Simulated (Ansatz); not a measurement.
CH3NSTe (SMILES N=C(S)[TeH])

Input file:

```
crystal:
  periodic: [false, false, false]
  atoms:
    - {symbol: N, position_ang: [1.251293, -1.232800, 0.280707]}
    - {symbol: C, position_ang: [0.368074, -0.361855, 0.074152]}
    - {symbol: S, position_ang: [-0.058405, 0.909306, 1.227695]}
    - {symbol: Te, position_ang: [-0.632493, -0.512330, -1.792067]}
    - {symbol: H, position_ang: [1.748633, -1.109886, 1.162325]}
    - {symbol: H, position_ang: [-0.787593, 1.671503, 0.401322]}
    - {symbol: H, position_ang: [-1.828209, 0.568062, -1.399833]}
basis:
  gaussian: {orbitals: def2-TZVPP}
hamiltonian: {xc: pbe0, dispersion: d4}
output: {orbitals: {seedname: orbitals}}
```

Run with:

```sh
ansatz run in.yaml --threads 2 --pin off --events-out ev --progress --plain --max-ram 4352MiB
```

Geometry: PBE0-D4/def2-TZVP; core potentials replace the inner electrons of Te.

Theory: Ansatz 0.2.0, RKS PBE0-D4/def2-TZVPP.

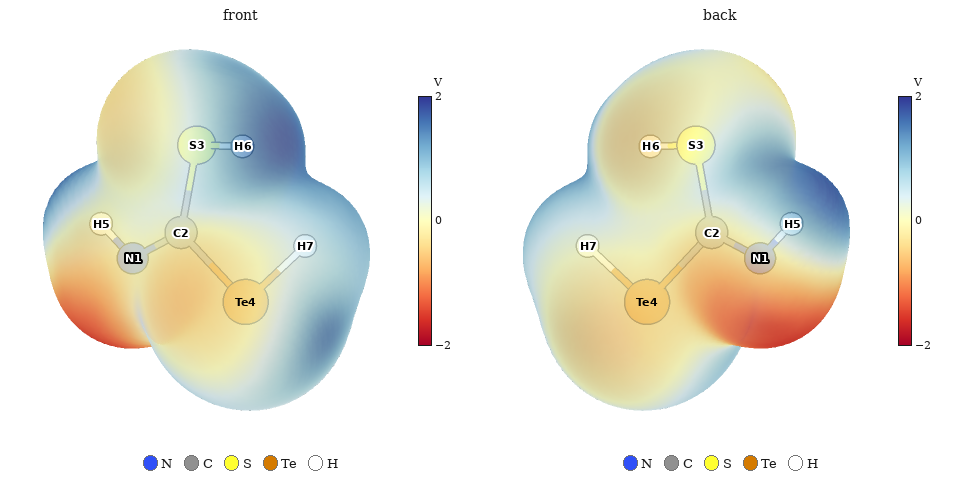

Figure 1. The electrostatic potential painted on the density surface at 0.002 e/bohr³, seen from the front and from behind; red is negative and blue positive.

Which sites attract a positive test charge, and which a negative one?

Answer. A positive charge is drawn to the negative regions and a negative charge to the positive ones. The most negative region (about −1.5 V, or −35 kcal/mol for a unit charge) lies over N1, the most positive (about +1.8 V, or +42 kcal/mol for a unit charge) over H5 and H6. N1 is the likeliest acceptor of a hydrogen bond.

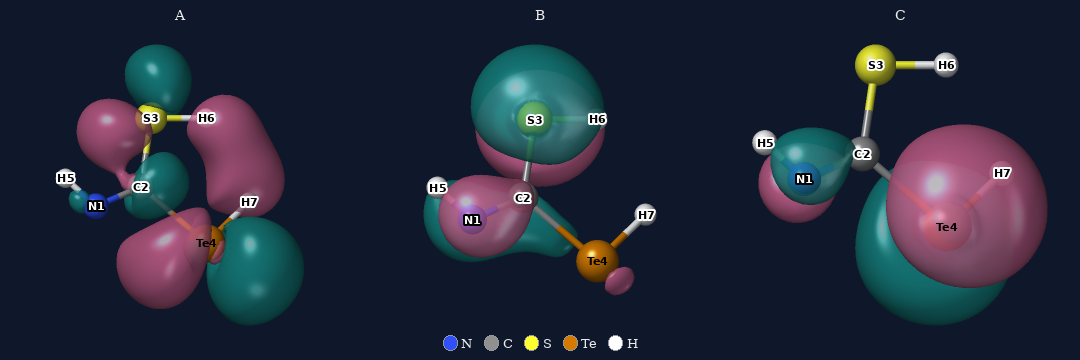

Figure 2. Three frontier orbitals at ±0.08 Å⁻³ᐟ² (teal and pink are the two phases), in no order.

Which picture is the HOMO−1, the HOMO and the LUMO?

Answer. B is the HOMO−1 (−7.67 eV). It lies mainly on S3 (about 70 %), N1 (about 15 %) and C2 (about 5 %); largely a lone pair of S3. C is the HOMO (−6.64 eV). It lies mainly on Te4 (about 85 %) and N1 (about 5 %). A is the LUMO (−1.49 eV). By Hirshfeld shares it lies mainly on Te4 (about 50 %), S3 (about 20 %), C2 (about 15 %) and H7 (about 10 %).

What is the HOMO–LUMO gap?

Answer. 5.15 eV between the orbital energies.

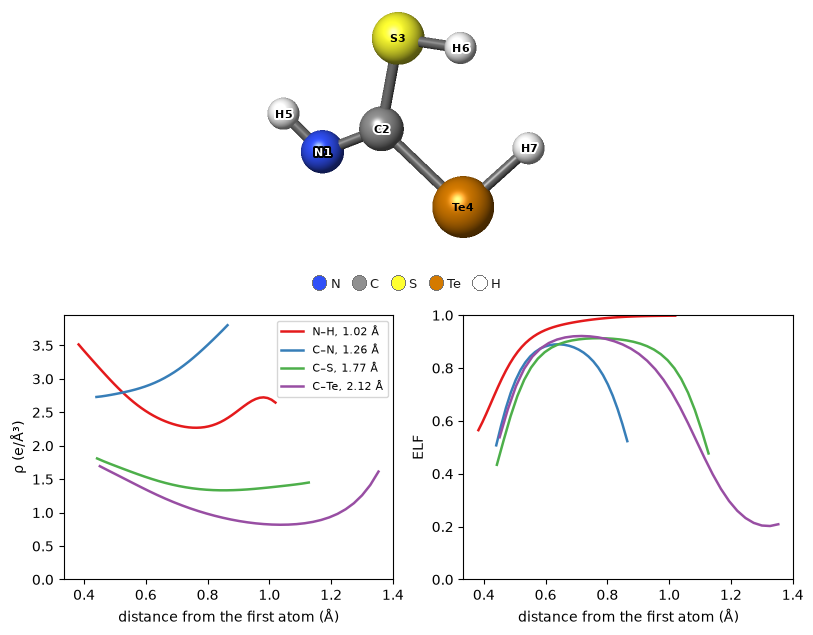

Figure 3. Electron density and ELF along straight lines between neighbouring atoms. The curves leave out the atomic cores. The structure is drawn too.

What kind of bonding do the profiles show?

Answer. N–H (1.02 Å): the density is about 2.9 e/Å³ at the midpoint; the ELF climbs to about 1 towards the hydrogen, as it does in any bond to H (a covalent bond by its length).
C–N (1.26 Å): ρ at the midpoint is about 2.9 e/Å³; the ELF peaks at about 0.90 between the atoms: a short, multiple covalent bond.
C–S (1.77 Å): the density is about 1.3 e/Å³ at the midpoint; the ELF peaks at about 0.90 between the atoms, as expected for localised, covalent bonding.
C–Te (2.12 Å): the density is about 0.82 e/Å³ at the midpoint; the ELF peaks at about 0.90 between the atoms (localised, covalent bonding).

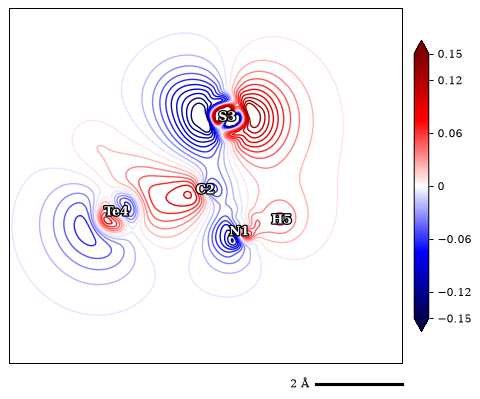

Figure 4. The HOMO−1 on the plane of atoms N1, C2 and S3 (values in Å⁻³ᐟ²; the overall sign is arbitrary).

Where does this orbital lie, and at what energy?

Answer. It lies mainly on S3 (about 70 %), N1 (about 15 %) and C2 (about 5 %); largely a lone pair of S3. Its energy is −7.67 eV.
